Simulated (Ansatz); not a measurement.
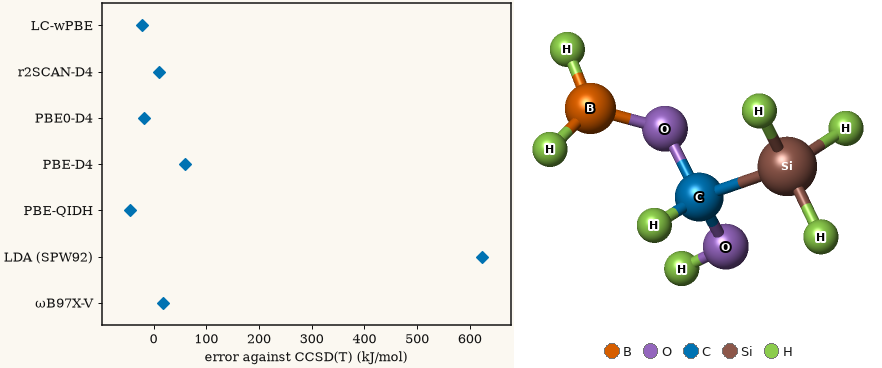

Error in the electronic atomisation energy (method less reference, so positive means overbinding) of CH₇BO₂Si, SMILES BO[C@@H](O)[SiH3]: functionals in def2-TZVPP against frozen-core CCSD(T) at the limit (MP2 extrapolated from triple and quadruple zeta, plus CCSD(T) less MP2 in a smaller set), which gives 4295.0 kJ/mol, at a PBE0-D4/def2-TZVP geometry (a minimum by its frequencies), no zero-point or spin-orbit term, the Ansatz code. The reference leaves out core correlation, a term that grows with the number of heavy atoms. PBE-QIDH holds a correlation term that converges slowly with the basis, so part of the distance to the limit is basis error. No dispersion term is added to LC-wPBE and PBE-QIDH.

What range do the values span?

Answer. From −45.1 kJ/mol (PBE-QIDH) to 623.9 kJ/mol (LDA (SPW92)).

Give the values.

Answer.
```
      level  kJ/mol
    LC-wPBE   −21.0
  r2SCAN-D4    11.0
    PBE0-D4   −18.7
     PBE-D4    60.6
   PBE-QIDH   −45.1
LDA (SPW92)   623.9
    ωB97X-V    17.4
```

Limits of at least one run: one conformer of a flexible molecule.
